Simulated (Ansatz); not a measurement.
**BaSrTi2O6 (perovskite [001] superlattice) (P4mm): a band-gap study from PBEsol to G0W0 at the band limit**

The study climbs from cheap functionals to G0W0 on BaSrTi2O6 (perovskite [001] superlattice) (P4mm) and then asks what each convergence step is worth.

Main program and level: Ansatz 0.2.0; density functionals, hybrids, G0W0, plane waves, PAW.

The structure was built from a prototype and need not be the compound's stable phase.

## 1. The starting structure

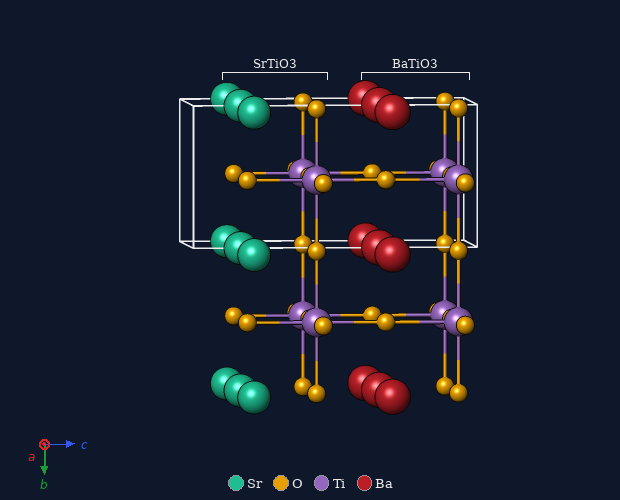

The starting structure, seen from the side, with the c axis across the page (strontium teal, oxygen orange, titanium purple, barium red). 2×2×1 cells are drawn. Some periodic images of atoms are drawn too.

The start is a generated structure, not a measured one. Spin-orbit coupling is left out unless a step names it.

## 2. Relaxing the structure

Gaps follow bond lengths, so the structure is brought to rest first.

This step: DFT, PBEsol, plane waves, PAW; PAW set soft_1.

input.yaml

```yaml
crystal:
  lattice:
    - [3.9525, 0.0, 0.0]
    - [0.0, 3.9525, 0.0]
    - [0.0, 0.0, 7.9061416825]
  atoms:
    - { symbol: Sr, position: [0.0, 0.0, 0.1280039937] }
    - { symbol: O, position: [0.5, 0.5, 0.1280039937] }
    - { symbol: Ti, position: [0.5, 0.5, 0.3719960063] }
    - { symbol: O, position: [0.5, 0.0, 0.3719960063] }
    - { symbol: O, position: [0.0, 0.5, 0.3719960063] }
    - { symbol: Ba, position: [0.0, 0.0, 0.6159880188] }
    - { symbol: O, position: [0.5, 0.5, 0.6159880188] }
    - { symbol: Ti, position: [0.5, 0.5, 0.8719960063] }
    - { symbol: O, position: [0.5, 0.0, 0.8719960063] }
    - { symbol: O, position: [0.0, 0.5, 0.8719960063] }
kpoints:
  mp_grid: { grid: [6, 6, 4] }
hamiltonian:
  xc: pbesol
  pseudopotentials: { kind: paw, azcp: { folder: soft_1 }, xc_functional: pbe }
scf:
  occupations: { method: fermi_dirac, width: 0.02 }
relax:
  f_tol: 0.015
  max_steps: 100
  cell: {}
output:
  write_density: true
  write_potential: true
  elf: true
  volumetric_format: npy
```

Run with:

```sh
$ ansatz run input.yaml --threads 3 --pin off --max-ram 92160MiB --backend cuda --events-out ev --progress --plain --runs-dir out --devices 1 --max-vram 13GiB
```

Numbers of over 12 decimals in the logs are rounded to 6 here.

What it wrote:

```text
GPUs: using 1 of 1 available (devices: 1).
Engine: ansatz 0.2.0, x86_64-unknown-linux-gnu
Pseudopotentials: kind: paw
Pseudopotential: Sr, paw, valence charge 10, recommended cutoff 420 eV (normal), soft_1/Sr.paw.azcp
Pseudopotential: O, paw, valence charge 6, recommended cutoff 420 eV (normal), soft_1/O.paw.azcp
Pseudopotential: Ti, paw, valence charge 12, recommended cutoff 420 eV (normal), soft_1/Ti.paw.azcp
Pseudopotential: Ba, paw, valence charge 10, recommended cutoff 420 eV (normal), soft_1/Ba.paw.azcp
Functional definition: PBEsol
  exchange = pbesol_x
  correlation = pbesol_c
device memory: the entry about to start is reckoned to put 2.1 GiB on a device that reports 36.3 GiB free (of which the cap on the GPU budget leaves the run 13.0 GiB)
GPU FFT provider: cuFFT
GPU libraries: cuBLAS 13.8.2, cuFFT 12.4.0, cuSOLVER 12.3.4
Crystal: 10 atoms, lattice volume = 123.512 Å³
Basis set: ecut = 420 eV, 2435 PW (Γ), exchange–correlation on 54×54×108 points (8 copies of the dense FFT grid, shifted against one another)
Bands: 50, of which v1, the nominal top of the filled ones, is band 40 counted from 1 (39 counted from 0)
Symmetry: 8 space group operations
Space group: P4mm (ITA 99), of the structure as read, at distance tolerance 5.0e-5 Å
k-points: 30 of 144 (time reversal used)
Non-local potential: Sr, projectors of the file, l = 0: 3, l = 1: 2, l = 2: 2
Non-local potential: O, projectors of the file, l = 0: 2, l = 1: 2, l = 2: 1
Non-local potential: Ti, projectors of the file, l = 0: 3, l = 1: 2, l = 2: 3, l = 3: 1
Non-local potential: Ba, projectors of the file, l = 0: 3, l = 1: 2, l = 2: 2, l = 3: 2
PAW form: soft (Blöchl's): semilocal exchange-correlation on the pseudo side does not see the compensation charge
PAW frozen core: Sr, regenerated for the run's functional, and the local potential with it (the file was generated under x = pbe(κ = 0.804, μ = 0.219515), c = pbe(β = 0.066725))
PAW frozen core: O, regenerated for the run's functional, and the local potential with it (the file was generated under x = pbe(κ = 0.804, μ = 0.219515), c = pbe(β = 0.066725))
PAW frozen core: Ti, regenerated for the run's functional, and the local potential with it (the file was generated under x = pbe(κ = 0.804, μ = 0.219515), c = pbe(β = 0.066725))
PAW frozen core: Ba, regenerated for the run's functional, and the local potential with it (the file was generated under x = pbe(κ = 0.804, μ = 0.219515), c = pbe(β = 0.066725))
PAW one-centre angular grid: Sr, 110 points (default); XC on 64 Gauss nodes
PAW one-centre angular grid: O, 110 points (default); XC on 64 Gauss nodes
PAW one-centre angular grid: Ti, 590 points (default); XC on 64 Gauss nodes
PAW one-centre angular grid: Ba, 194 points (default); XC on 64 Gauss nodes
[...]
SCF converged after 6 iterations
Free energy (F): -17684.901945 eV
Harris-Foulkes:  -17684.901945 eV  (|F-HF|=0.00e0)
Internal energy: -17684.901945 eV  (E = F + TS)
E sigma→0 (E₀):  -17684.901945 eV
Fermi energy:    11.139104 eV
--- Per-component energies (eV) ---
  E_band       = -338.963867
  E_kinetic    = 1966.002810
  E_local      = -4621.492487  (includes V_loc(G=0)·N_el)
  E_nonlocal   = 761.650816
  E_hartree    = 1683.375016
  E_xc         = -1032.421778
  E_vxc        = -1127.840702  (∫ρ·V_xc dr)
  E_paw        = -10720.914648  (= ΣΔE_a)
  E_vpaw       = -684.038681  (= ΣTr[D̂ρ^β])
  E_aug_tail   = 0.004384  (compensation charges beyond the density's cutoff)
  E_ewald      = -5721.882340
  E_core_change = 0.776282  (= ΣΔE_core)
  E_smearing   = -0.000000  (= −TS)
  E_closure    = 0.000000  (closes the sum)
  Σ components = -17684.901945   (vs F -17684.901945, Δ=0.00e0)
--- Forces (eV/Å), atoms counted from 1 ---
  atom   1  Sr     0.00000000    -0.00000000    -0.00008433
  atom   2  O      0.00000000    -0.00000000     0.00172092
  atom   3  Ti     0.00000000    -0.00000000     0.00144966
  atom   4  O     -0.00000000     0.00000000    -0.00445427
  atom   5  O      0.00000000    -0.00000000    -0.00445427
  atom   6  Ba    -0.00000000    -0.00000000     0.00071952
  atom   7  O     -0.00000000    -0.00000000     0.00136530
  atom   8  Ti     0.00000000    -0.00000000    -0.00157469
  atom   9  O     -0.00000000     0.00000000     0.00264994
  atom  10  O      0.00000000    -0.00000000     0.00264994
  max |Σ_I F_I| component: 1.23e-5 eV/Å
--- Stress (GPa, compression-positive) ---
        0.004776       0.000000      -0.000000
        0.000000       0.004776       0.000000
       -0.000000       0.000000       0.001470
  P = ⅓ Tr σ = 0.0037 GPa (0.037 kbar)
--- Band table (eV; the first three rows and the last of 30) ---
  k-point 0: bands = [... 36 lower, 9.5035, 9.7843, 9.8209, 9.8209, 12.0619, 12.2174, 12.2972, 12.2972, ... 6 higher]
  k-point 1: bands = [... 36 lower, 9.5417, 9.5417, 9.7679, 9.7679, 12.0822, 12.1953, 12.5796, 12.5796, ... 6 higher]
  k-point 2: bands = [... 36 lower, 9.6196, 9.6196, 9.6756, 9.6756, 12.1190, 12.1567, 13.1303, 13.1303, ... 6 higher]
  k-point 29: bands = [... 36 lower, 9.6040, 9.6040, 10.1513, 10.1889, 14.2627, 14.2627, 14.3031, 14.3031, ... 6 higher]
--- Relaxed structure (25 steps of the walk, 23 accepted, 3 SCFs on fresh bases) ---
  F+E_penalty+E_count = -17684.90194456 eV   max|allowed force component| = 4.453e-3 eV/Å   (the final SCF, on the basis selected at the relaxed cell)
  cell:  # Å, volume = 122.1424 Å³
    - [3.924219, 0.0, 0]
    - [0.0, 3.924219, 0.0]
    - [0, 0.0, 7.931589]
  atoms:
    - { symbol: Sr, position: [0, 0.0, 0.128243] }
    - { symbol: O, position: [0.5, 0.5, 0.118122] }
    - { symbol: Ti, position: [0.5, 0.5, 0.376342] }
    - { symbol: O, position: [0.5, 0.0, 0.360020] }
    - { symbol: O, position: [0, 0.5, 0.360020] }
    - { symbol: Ba, position: [0, 0.0, 0.626080] }
    - { symbol: O, position: [0.5, 0.5, 0.613962] }
    - { symbol: Ti, position: [0.5, 0.5, 0.886394] }
    - { symbol: O, position: [0.5, 0.0, 0.875389] }
    - { symbol: O, position: [0, 0.5, 0.875389] }
```

Wall time 100 s (1 × NVIDIA H100 80GB HBM3 (shared by 6 runs) with 3 threads of AMD EPYC 7R13 (Zen 3), shared host); peak memory 1 GiB; 1.9 min of CPU time.

The steps of the relaxation (22 of 28):

```csv
step,energy less that of the first step (eV),largest force component (eV/Å),pressure (GPa),volume (Å³)
1,0.0000,1.0226,-2.43,123.51
2,-0.0339,1.1380,0.12,121.56
4,-0.1299,0.0342,-0.05,121.56
5,-0.1301,0.0047,0.00,121.53
6*,-0.1258,0.0046,-0.06,121.53
7,-0.1260,0.0008,0.00,121.49
9,-0.1260,0.0003,0.00,121.49
10,-0.1260,0.0004,0.00,121.49
11,-0.1260,0.0007,0.00,121.49
13,-0.1259,0.0074,-0.01,121.49
14,-0.1259,0.0136,-0.01,121.50
15,-0.1259,0.0246,-0.02,121.51
16,-0.1260,0.0357,-0.03,121.52
18,-0.1273,0.0588,-0.11,121.61
19,-0.1342,0.0265,0.08,121.93
20,-0.1118,0.2272,0.47,122.56
22,-0.1337,0.0434,-0.22,122.21
23,-0.1344,0.0174,0.06,122.06
24,-0.1343,0.0270,0.00,122.12
25,-0.1342,0.0051,-0.01,122.13
27,-0.1357,0.0045,0.00,122.14
28*,-0.1358,0.0045,0.00,122.14
```

Relaxation steps marked * repeat the geometry before them on a plane-wave basis chosen anew for their cell, so energy and pressure can jump there. Other such steps can lie between the rows shown. Relaxation steps 20, 21 were tried and not accepted.

The run keeps the 8 symmetry operations that it works with, so distortions that break them were not tested.

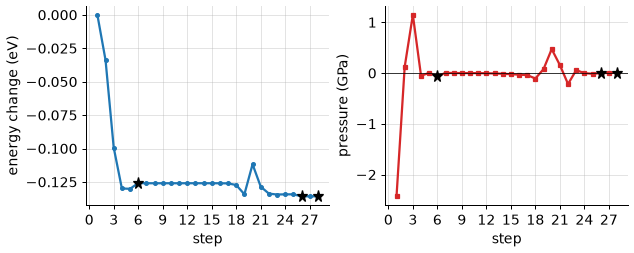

Energy and pressure along the relaxation. Stars mark steps on a basis chosen anew.

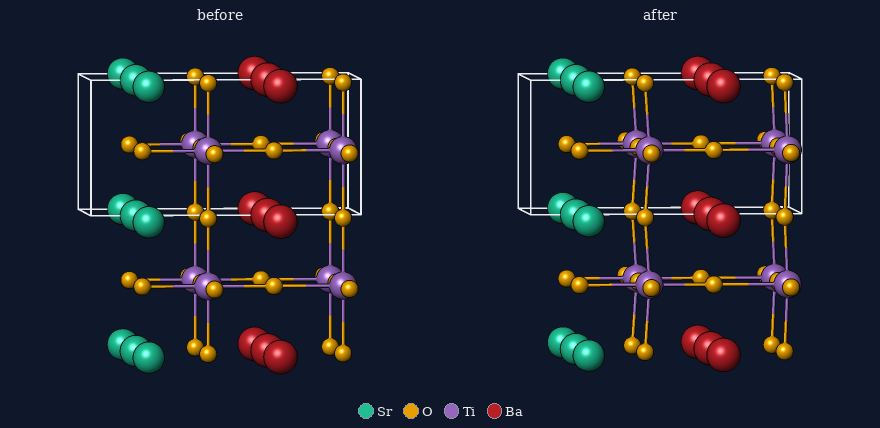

Before and after, at one scale.

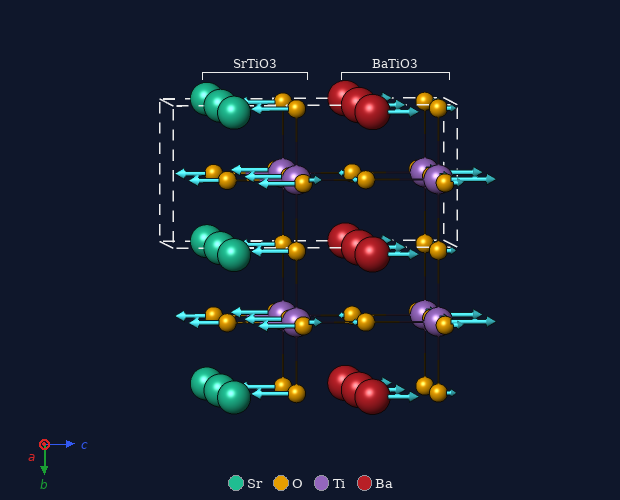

Displacements in the relaxation, exaggerated, measured against the changing cell; the longest in the cell stands for 0.11 Å. 2×2×1 cells are drawn. Some periodic images of atoms are drawn too.

```csv
"conventional cell, symmetrised",before,after,change
a (Å),3.952,3.924,-0.7 %
b (Å),3.952,3.924,-0.7 %
c (Å),7.906,7.932,+0.3 %
volume (Å³/atom),12.35,12.21,-1.1 %
```

The atoms that moved most (Å, as changes of fractional coordinates times the final cell):

```csv
atom,dx,dy,dz,length
Ti8,0.000,0.000,0.114,0.114
O4,0.000,0.000,-0.095,0.095
O5,0.000,0.000,-0.095,0.095
Ba6,0.000,0.000,0.080,0.080
O2,0.000,0.000,-0.078,0.078
Ti3,0.000,0.000,0.034,0.034
O10,0.000,0.000,0.027,0.027
O9,0.000,0.000,0.027,0.027
```

## 3. PBEsol bands

Levels along a band path, at the cheap level, show where the edges lie and whether the meshes to come will hold them.

input.yaml

```yaml
crystal:
  lattice:
    - [3.9242187103, 0.0, 0.0]
    - [0.0, 3.9242187103, 0.0]
    - [0.0, 0.0, 7.9315891153]
  atoms:
    - { symbol: Sr, position: [0.0, 0.0, 0.1282431578] }
    - { symbol: O, position: [0.5, 0.5, 0.1181215293] }
    - { symbol: Ti, position: [0.5, 0.5, 0.3763421795] }
    - { symbol: O, position: [0.5, 0.0, 0.3600198358] }
    - { symbol: O, position: [0.0, 0.5, 0.3600198358] }
    - { symbol: Ba, position: [0.0, 0.0, 0.6260799679] }
    - { symbol: O, position: [0.5, 0.5, 0.6139620411] }
    - { symbol: Ti, position: [0.5, 0.5, 0.886394246] }
    - { symbol: O, position: [0.5, 0.0, 0.8753886348] }
    - { symbol: O, position: [0.0, 0.5, 0.8753886348] }
kpoints:
  mp_grid: { grid: [6, 6, 4] }
  band_path:
    path:
      - [[0.0, 0.0, 0.0], [0.0, 0.5, 0.0], [0.5, 0.5, 0.0], [0.0, 0.0, 0.0], [0.0, 0.0, 0.5], [0.0, 0.5, 0.5], [0.5, 0.5, 0.5], [0.0, 0.0, 0.5]]
      - [[0.0, 0.5, 0.0], [0.0, 0.5, 0.5]]
      - [[0.5, 0.5, 0.0], [0.5, 0.5, 0.5]]
    npoints: 10
hamiltonian:
  xc: pbesol
  pseudopotentials: { kind: paw, azcp: { folder: soft_1 }, xc_functional: pbe }
scf:
  occupations: { method: fermi_dirac, width: 0.02 }
  n_extra_bands: 7
output:
  eigenvalues: true
  forces: true
  stress: true
  write_density: true
  write_potential: true
  elf: true
  volumetric_format: npy
```

What it wrote:

```text
[...]
GPUs: using 1 of 1 available (devices: 1).
[...]
GPU FFT provider: cuFFT
GPU libraries: cuBLAS 13.8.2, cuFFT 12.4.0, cuSOLVER 12.3.4
Crystal: 10 atoms, lattice volume = 122.142 Å³
Basis set: ecut = 420 eV, 2403 PW (Γ), exchange–correlation on 54×54×108 points (8 copies of the dense FFT grid, shifted against one another)
Bands: 47, of which v1, the nominal top of the filled ones, is band 40 counted from 1 (39 counted from 0)
Symmetry: 8 space group operations
[...]
k-points: 30 of 144 (time reversal used)
[...]
GPU buffer pool allocated for 39366 grid points (all kernels)
[...]
SCF iter   1: F=—  HF=-17685.716187 eV  |F-HF|=—  |Δ(HF+E_count)|=         —  Δρ=5.48e-2  dr2=4.16e0  ethr=3.10e-3  ⟨swp⟩=11.4  Hψ=6888  notcnv=0
[...]
SCF iter   9: F=-17684.901945 eV  HF=-17684.901945 eV  |F-HF|=6.54e-9  |Δ(HF+E_count)|=  1.64e-10  Δρ=3.72e-6  dr2=1.50e-8  ethr=1.25e-10  ⟨swp⟩=18.4  Hψ=12650  notcnv=0
SCF 1 converged in 9 iterations: F = -17684.901945 eV  dr2 = 1.50e-8
[...]
NSCF: frozen V_eff on 93 k-points
SCF converged after 9 iterations
Free energy (F): -17684.901945 eV
[...]
Internal energy: -17684.901945 eV  (E = F + TS)
E sigma→0 (E₀):  -17684.901945 eV
Fermi energy:    11.139094 eV
[...]
--- Forces (eV/Å), atoms counted from 1 ---
  atom   1  Sr     0.00000000     0.00000000    -0.00004316
  atom   2  O      0.00000000     0.00000000     0.00173311
  atom   3  Ti     0.00000000     0.00000000     0.00142409
  atom   4  O     -0.00000000     0.00000000    -0.00445369
  atom   5  O      0.00000000     0.00000000    -0.00445369
  atom   6  Ba     0.00000000     0.00000000     0.00067887
  atom   7  O      0.00000000     0.00000000     0.00136887
  atom   8  Ti     0.00000000     0.00000000    -0.00156561
  atom   9  O     -0.00000000     0.00000000     0.00265014
  atom  10  O      0.00000000     0.00000000     0.00265014
  max |Σ_I F_I| component: 1.09e-5 eV/Å
--- Stress (GPa, compression-positive) ---
        0.004635       0.000000      -0.000000
        0.000000       0.004635       0.000000
       -0.000000       0.000000       0.001340
  P = ⅓ Tr σ = 0.0035 GPa (0.035 kbar)
--- Band table (eV; the first three rows and the last of 30) ---
  k-point 0: bands = [... 36 lower, 9.5035, 9.7843, 9.8209, 9.8209, 12.0618, 12.2173, 12.2972, 12.2972, ... 3 higher]
  k-point 1: bands = [... 36 lower, 9.5417, 9.5417, 9.7679, 9.7679, 12.0822, 12.1953, 12.5795, 12.5795, ... 3 higher]
  k-point 2: bands = [... 36 lower, 9.6196, 9.6196, 9.6756, 9.6756, 12.1190, 12.1567, 13.1303, 13.1303, ... 3 higher]
  k-point 29: bands = [... 36 lower, 9.6039, 9.6039, 10.1512, 10.1889, 14.2626, 14.2626, 14.3030, 14.3030, ... 3 higher]
```

It took 15 s on 1 × NVIDIA H100 80GB HBM3 (shared by 6 runs) with 3 threads; peak memory 1 GiB.

Numbers from this step:

```
pressure             : 0.003537 GPa
filled bands         : 40
gap                  : 1.856 eV
valence top at       : M
conduction bottom at : Γ
least direct gap     : 2.241 eV
```

The gap is indirect, with the least direct gap 0.38 eV higher.

The electronic bands at the labelled points (eV, zero at the top of the highest nominally filled band):

```csv
point,band 37,band 38,band 39,band 40,band 41,band 42,band 43,band 44
Γ,-0.70,-0.42,-0.38,-0.38,1.86,2.01,2.09,2.09
X,-1.19,-0.97,-0.85,-0.17,2.23,3.74,3.78,3.79
M,-0.11,-0.11,-0.07,0.00,3.81,3.81,4.23,4.43
Γ,-0.70,-0.42,-0.38,-0.38,1.86,2.01,2.09,2.09
Z,-0.59,-0.59,-0.53,-0.53,1.91,1.95,2.92,2.92
R,-1.37,-1.25,-0.80,-0.57,3.00,3.11,3.75,3.79
A,-0.60,-0.60,-0.05,-0.02,4.06,4.06,4.10,4.10
Z,-0.59,-0.59,-0.53,-0.53,1.91,1.95,2.92,2.92
jump to X,-1.19,-0.97,-0.85,-0.17,2.23,3.74,3.78,3.79
R,-1.37,-1.25,-0.80,-0.57,3.00,3.11,3.75,3.79
jump to M,-0.11,-0.11,-0.07,0.00,3.81,3.81,4.23,4.43
A,-0.60,-0.60,-0.05,-0.02,4.06,4.06,4.10,4.10
```

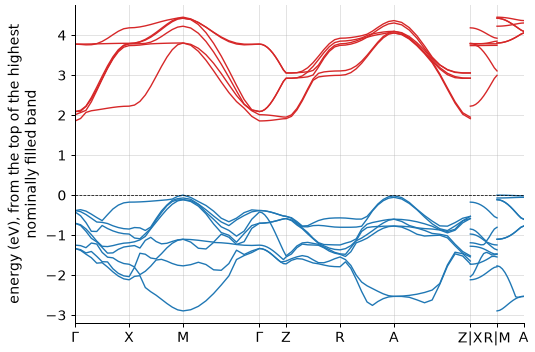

Electronic bands along the path; lines of filled and empty bands in two colours.

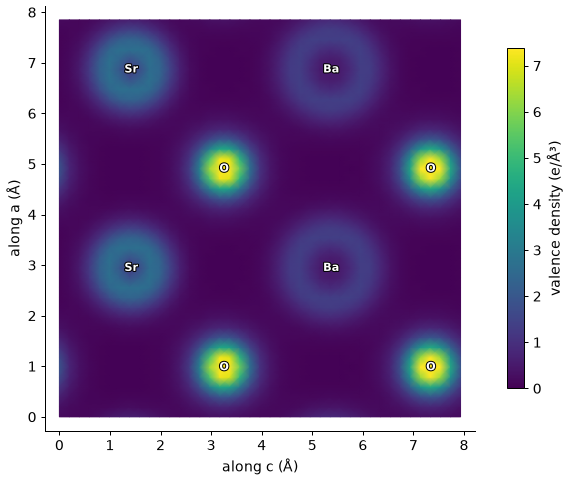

Valence density in the ca plane at fractional y = 0.000, with atoms of Sr and O and Ba within 0.2 Å of it. It is the smooth field of the valence electrons, not physical close to the nuclei. The map starts off the cell's origin, so that atoms lie inside it.

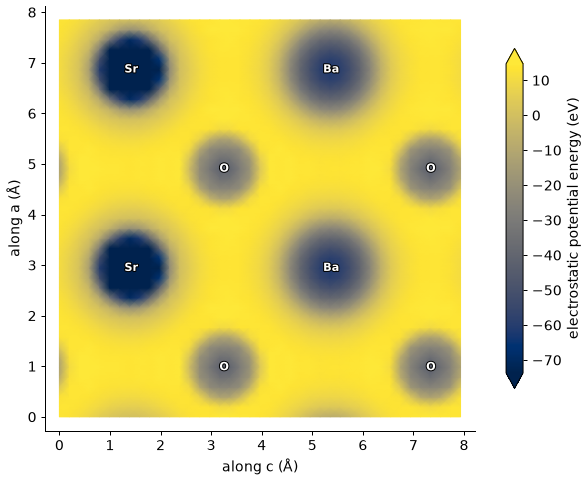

Electrostatic potential energy in the ca plane at fractional y = 0.000, with atoms of Sr and O and Ba within 0.2 Å of it. With pseudopotentials it is smooth inside the atoms' cores, unlike the true potential. The map starts off the cell's origin, so that atoms lie inside it.

## 4. PBEsol+SOC

The many-body steps leave out spin-orbit coupling, so its effect is taken from a two-component run, with twice the bands.

This step: DFT, PBEsol with spin-orbit coupling, plane waves, PAW; PAW set soft_1.

input.yaml, the sections that differ from step 3:

```yaml
kpoints:
  mp_grid: { grid: [6, 6, 4] }
  band_path:
    path:
      - [0.0, 0.0, 0.0]
      - [0.0, 0.5, 0.0]
      - [0.5, 0.5, 0.0]
      - [0.0, 0.0, 0.5]
      - [0.0, 0.5, 0.5]
      - [0.5, 0.5, 0.5]
    npoints: 1
hamiltonian:
  xc: pbesol
  pseudopotentials: { kind: paw_fr, azcp: { folder: soft_1 }, xc_functional: pbe }
scf:
  occupations: { method: fixed }
  n_extra_bands: 14
magnetization:
  noncollinear: true
  spin_orbit: true
# crystal, output: as in step 3
```

What it wrote:

```text
[...]
GPUs: using 1 of 1 available (devices: 1).
[...]
non-collinear run that drives no moment, with spin-orbit: no starting moment large enough to seed its density (crystal.atoms[].spin), no starting occupations that ask for one, no magnetisation constraint and no magnetic field, so the semilocal B_xc is pinned to zero
[...]
k-point 1: bands = [... 76 lower, 9.7381, 9.7381, 9.7983, 9.7983, 12.0790, 12.0790, 12.1922, 12.1922, ... 10 higher]
  k-point 2: bands = [... 76 lower, 9.6426, 9.6426, 9.7060, 9.7060, 12.1159, 12.1159, 12.1536, 12.1536, ... 10 higher]
  k-point 29: bands = [... 76 lower, 10.1481, 10.1481, 10.1858, 10.1858, 14.2545, 14.2545, 14.2642, 14.2642, ... 10 higher]
[key lines of the parts left out:]
SCF converged after 11 iterations
Magnetization: |M| = 0.0000 μB,  M = (+0.0000, +0.0000, +0.0000) μB
Free energy (F): -17690.311508 eV
Fermi energy:    10.203198 eV
P = ⅓ Tr σ = 0.0044 GPa (0.044 kbar)
```

Wall time 11 s (1 × NVIDIA H100 80GB HBM3 (shared by 6 runs) with 3 threads); peak memory 1.3 GiB.

Numbers from this step:

- pressure: 0.004389 GPa
- gap: 1.855 eV
- valence top at: M
- conduction bottom at: Γ
- least direct gap: 2.205 eV

The gap is that of PBEsol.

[end of part 1 of 2]

[Paths, hosts, dates, memory and timing lines, banners, echoed tables and standing remarks are left out of the program output.]

[Logs are printed without paths, hosts, clocks, repeated set-up lines and the standing remarks that a program may print on its own settings, such as how far it seeks lower states.]

[Runs of the session that timed out or met a known fault of the program may be left out.]

[Cells called generated may have been cut or substituted from an entry of the Crystallography Open Database or the Materials Project.]

[Hosts, paths, dates, database ids (printed as entryN), source tags and the programs' standing remarks are cut or masked in the printed files.]
